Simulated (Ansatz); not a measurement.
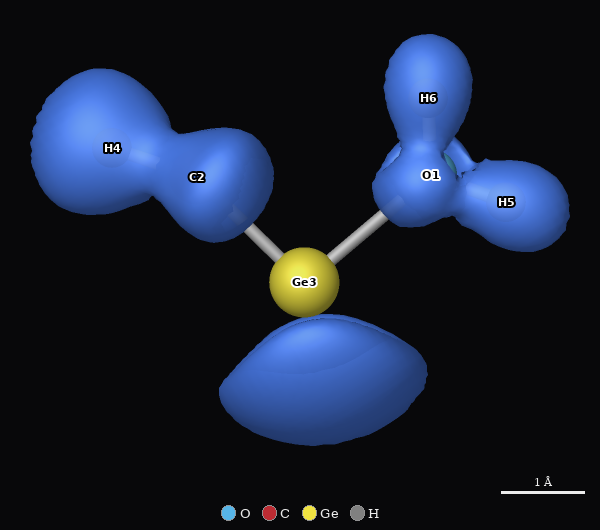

*CH3GeO (charge +1). Isosurface of the electron localisation function at 0.8 (blue), seen across its widest extent. Only the valence region is drawn (cores and ρ < 0.01 e/Å³ removed).*

Geometry: PBE0-D4/def2-TZVP.

Method: Ansatz 0.2.0, RKS PBE0-D4/def2-TZVPP.

```xyz
6

O     0.5509    1.0168   -0.0363
C    -0.9351   -1.4063   -0.1118
Ge    0.8396   -0.9762   -0.1149
H    -1.7788   -2.0932   -0.1393
H     1.3080    1.6070    0.0825
H    -0.2623    1.4654    0.2333
```

Describe the localisation domains.

Answer. At this value the surface marks out one lobe on Ge, pointing away from the bonds (lone pairs), one joined region spread over several atoms (C, H), in which their bonds and any lone pairs are merged and one joined region spread over several atoms (H, O), in which their bonds and any lone pairs are merged. Profiles from the grid: C–Ge (1.83 Å): the ELF peaks at about 0.90 in the valence shell of C, 0.7 Å from its nucleus, and is about 0.45 at the midpoint. Ge–O (2.02 Å): the ELF peaks at about 0.90 in the valence shell of O, 0.7 Å from its nucleus, and is about 0.30 at the midpoint.
